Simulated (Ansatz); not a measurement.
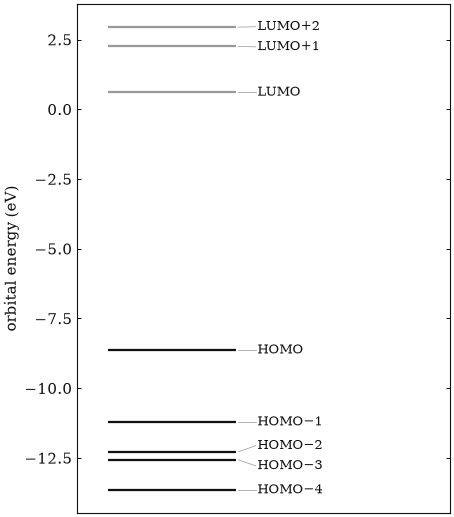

Kohn-Sham orbital energies near the frontier, ωB97X-V/def2-TZVPP, the Ansatz code, at a PBE0-D4/def2-TZVP geometry (no frequency check), isolated molecule; empty levels in grey, levels within 0.03 eV side by side.

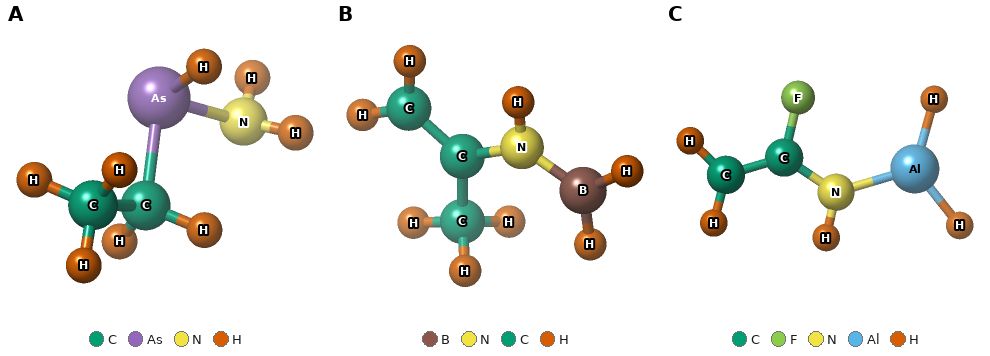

Question: Which molecule has this level scheme? Choose among the lettered structures.

Answer: Structure C, C₂H₅AlFN (enamine tautomer), SMILES C=C(F)[NH][AlH2], singlet. HOMO −8.64 eV, LUMO 0.61 eV, separation 9.24 eV.

Note: one conformer of a flexible molecule; empty levels above zero depend strongly on the basis.
